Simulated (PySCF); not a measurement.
**C₅H₁₂OSi: density, localisation and related maps**

Input

```
{"job": {"xc": "PBE0", "basis": "pcSseg-1", "kind": "nmr", "pop": true}, "charge": 0, "multiplicity": 1}
Si     2.660336    -0.501448    -0.246095
C      0.864781    -0.105325     0.265156
C     -0.161122    -1.160717    -0.146333
C     -1.573771    -0.664066     0.158699
C     -1.781016     0.691486    -0.513738
C     -0.669203     1.645574    -0.077030
O      0.607192     1.135919    -0.378483
H      3.067831    -1.744411     0.418593
H      2.697823    -0.675495    -1.696405
H      3.513992     0.607757     0.168811
H      0.781636     0.042482     1.356696
H     -0.069134    -1.348153    -1.218468
H      0.043470    -2.092316     0.384254
H     -1.696432    -0.556066     1.240109
H     -2.316223    -1.382392    -0.195353
H     -1.738307     0.571506    -1.598276
H     -2.751208     1.114631    -0.248901
H     -0.742538     2.601711    -0.601491
H     -0.747910     1.828574     1.007904
```

Launched as:

```sh
OMP_NUM_THREADS=1 python ens_run.py task.json out
```

Geometry: GFN2-xTB.

These are results of PBE0/pcSseg-1, SCF density, gas phase, non-relativistic (PySCF 2.14.0), not measurements.

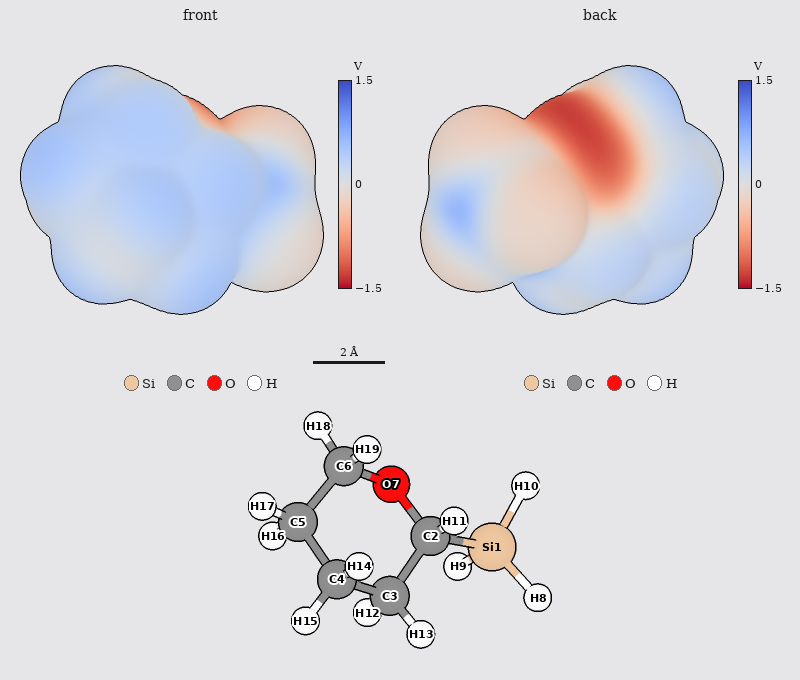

Figure 1. The electrostatic potential painted on the density surface at 0.001 e/bohr³, seen from the front and from behind; red is negative and blue positive. The bare structure is drawn below in the same view.

Describe the electrostatic potential map.

Answer. The most negative region (about −1.3 V) lies over O7, the most positive (about +0.5 V) over Si1 and H17. O7 is the likeliest acceptor of a hydrogen bond.

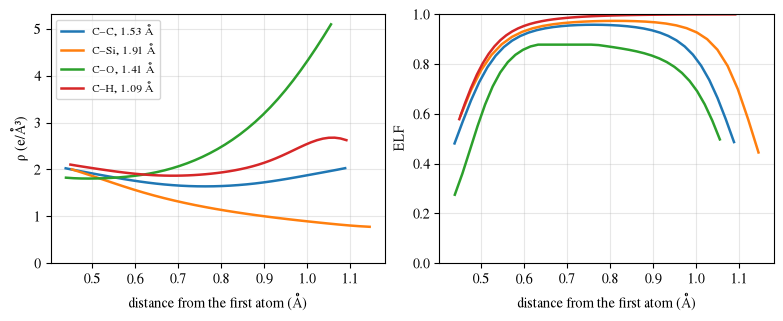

Figure 2. Electron density and electron localisation function along straight lines between neighbouring atoms. The curves leave out the atomic cores.

What kind of bonding do the profiles show?

Answer. C–C (1.53 Å): the density is about 1.6 e/Å³ at the midpoint; the ELF peaks at about 0.95 between the atoms; localised, covalent bonding.
C–Si (1.91 Å): ρ at the midpoint is about 0.94 e/Å³; the ELF peaks at about 1 between the atoms (localised, covalent bonding).
C–O (1.41 Å): ρ is about 2.1 e/Å³ halfway, with its minimum of 1.8 e/Å³ about 0.5 Å from C; the ELF peaks at about 0.90 between the atoms: a polar covalent bond.
C–H (1.09 Å): ρ is about 2 e/Å³ halfway; the ELF climbs to about 1 towards the hydrogen, as it does in any bond to H; an ordinary covalent bond to hydrogen.
